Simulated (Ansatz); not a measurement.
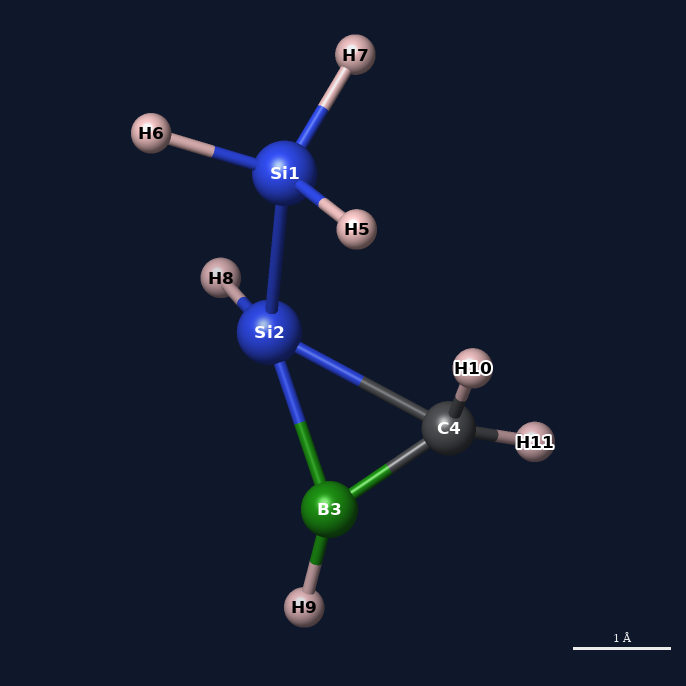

Orthographic view with a scale bar. The geometry was computed by an optimisation with PBE-D4/def2-SVP. No frequency run is at hand to confirm it as a minimum.

Reconstruct the coordinates (Å) as seen: x to the right, y up, z towards the viewer, origin at the mean of the atomic positions.

```xyz
11
CH7BSi2
Si  -0.56   1.55   1.06
Si  -0.72  -0.09  -0.60
B   -0.10  -1.92  -0.57
C    1.13  -1.08  -0.45
H    0.18   0.97   2.23
H   -1.94   1.96   1.50
H    0.17   2.77   0.57
H   -1.22   0.47  -1.91
H   -0.36  -2.93  -1.18
H    1.38  -0.47   0.44
H    2.02  -1.22  -1.09
```
